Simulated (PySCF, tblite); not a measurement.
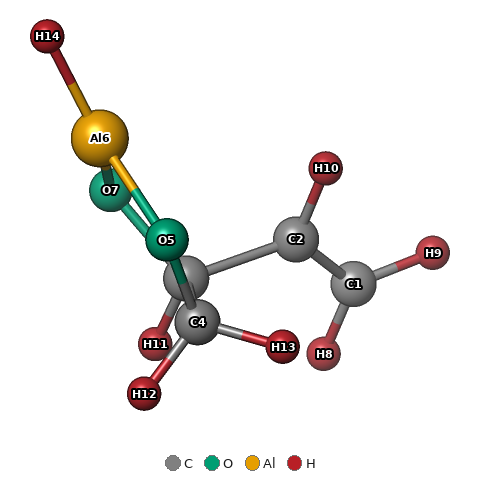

Geometry used (C₄H₇AlO₂, SMILES C=C[C@H]1C[O][AlH][O]1, singlet).

GIAO shifts, PBE0/pcSseg-1, PySCF 2.14.0, at a GFN2-xTB geometry (a minimum by its frequencies), against AlH₄⁻ for ²⁷Al, TMS for ¹³C and H₂O for ¹⁷O computed at the same level (²⁷Al: the usual scale starts at aqueous Al³⁺ instead; ¹⁷O: a single water molecule, while the usual scale starts at liquid water and gives values some tens of ppm lower). Gas phase, fully decoupled, line heights follow the number of nuclei, widths are arbitrary (no quadrupolar broadening); values of one conformer, averaged over methyl-type rotors and exact or near symmetry; other conformers aren't averaged in.

Predict the ²⁷Al spectrum.

Answer. 1 signal.


| δ (ppm) | nuclei | atoms |
| --- | --- | --- |
| 89.4 | 1 | Al6 |

Which ¹³C signals does it give?

Answer. 4 signals.


```tsv
δ (ppm)	nuclei	atoms
154.2	1	C2
117.5	1	C1
79.9	1	C3
74.6	1	C4
```

Which ¹⁷O signals does it give?

Answer. 2 signals.


```csv
δ (ppm),nuclei,atoms
87.8,1,O7
58.7,1,O5
```

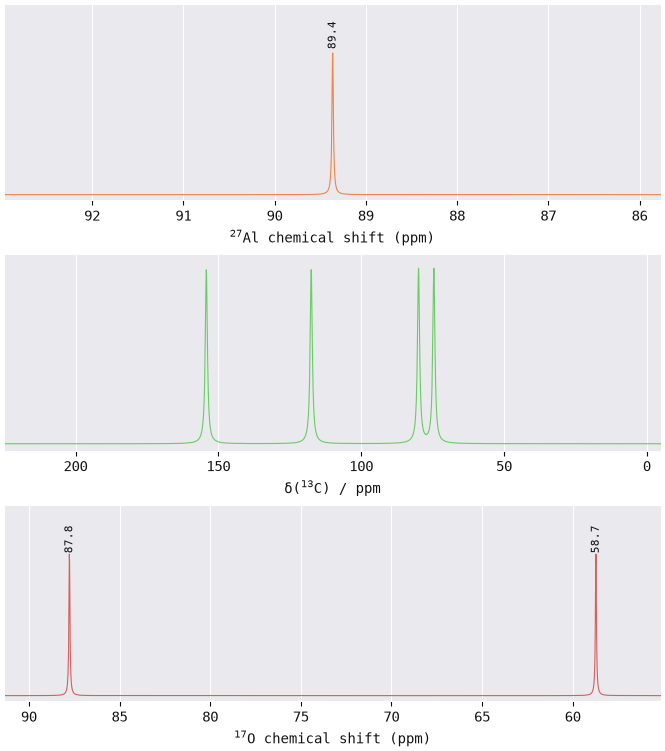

Note: the tight-binding geometry is rougher than a DFT one and adds to the error.
